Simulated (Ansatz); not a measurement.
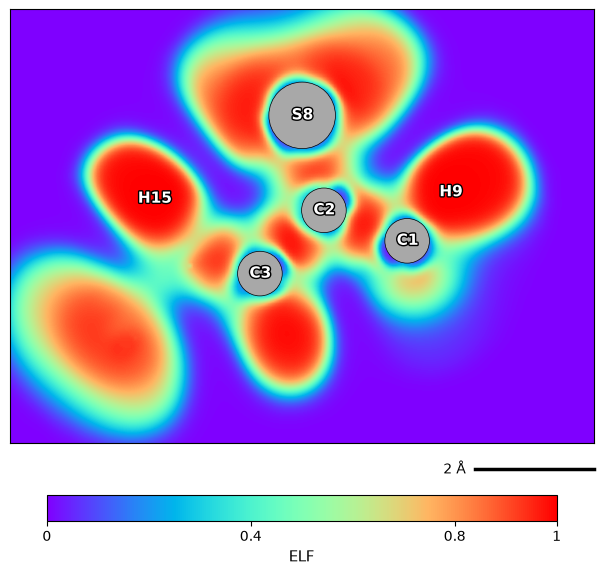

Figure 1: C5H8ClFS (SMILES CC(=S)[C@H](CF)CCl). Electron localisation function on the plane of atoms C1, C2 and S8. Grey discs cover the atomic cores.

Geometry: PBE-D3(BJ)/def2-SVP.

All numbers below come from isolated molecule in a Gaussian basis; Kohn-Sham density functional theory, functional PBE0 in Ansatz 0.2.0.

Input file:

```
crystal:
  periodic: [false, false, false]
  atoms:
    - {symbol: C, position_ang: [-0.418001, -0.028050, 1.273811]}
    - {symbol: C, position_ang: [0.652601, 0.501865, 0.370845]}
    - {symbol: C, position_ang: [0.403550, 0.299113, -1.116670]}
    - {symbol: C, position_ang: [0.923025, -1.082640, -1.557807]}
    - {symbol: C, position_ang: [1.042762, 1.403994, -1.965326]}
    - {symbol: Cl, position_ang: [0.528416, 1.296494, -3.693665]}
    - {symbol: F, position_ang: [0.240387, -2.103334, -0.912325]}
    - {symbol: S, position_ang: [2.038955, 1.190035, 0.930091]}
    - {symbol: H, position_ang: [-0.147444, 0.081063, 2.338927]}
    - {symbol: H, position_ang: [-0.595814, -1.096697, 1.023426]}
    - {symbol: H, position_ang: [-1.379615, 0.494610, 1.074385]}
    - {symbol: H, position_ang: [-0.693312, 0.302582, -1.301785]}
    - {symbol: H, position_ang: [2.006044, -1.164314, -1.315471]}
    - {symbol: H, position_ang: [0.775197, -1.187986, -2.653501]}
    - {symbol: H, position_ang: [2.146791, 1.350356, -1.930784]}
    - {symbol: H, position_ang: [0.739532, 2.399920, -1.593360]}
basis:
  gaussian:
    orbitals: def2-SVPD
output: {forces: true, orbitals: {seedname: orbitals}}
hamiltonian:
  xc: {name: PBE0}
```

Command:

```sh
ansatz run input.yaml --threads 4 --pin off --max-ram 7830MiB --events-out events.jsonl --progress --plain --runs-dir runs
```

### What does the map show?

The section cuts through C, S and H sites.
C–C (1.50 Å): the ELF peaks at about 0.95 between the atoms (a shared electron pair).
C–S (1.65 Å): the ELF peaks at about 0.90 between the atoms: localised, covalent bonding.
C–H (1.10 Å): the ELF climbs to about 1 towards the hydrogen, as it does in any bond to H; a covalent bond by its length.
C–C (1.52 Å): the ELF peaks at about 0.95 between the atoms: a covalent bond.
The ELF also peaks beside Cl6 and S8, away from the bonds: lone-pair regions.
